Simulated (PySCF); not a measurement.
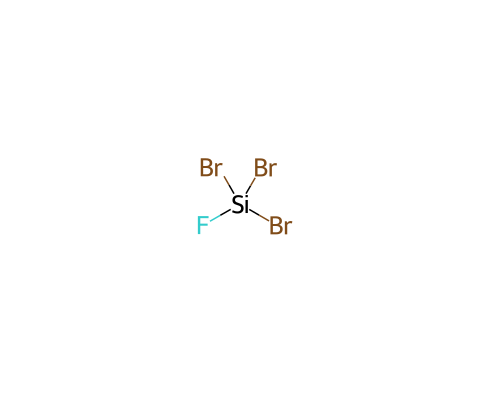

Source: calculation with PySCF.

Skeletal drawing of a molecule.

Question: Transcribe the drawing into SMILES.

Answer: F[Si](Br)(Br)Br

Question: Give the formula, hydrogens included.

Answer: SiBr3F.

Question: An optimisation with GFN2-xTB gave a structure of which point group?

Answer: C3v.
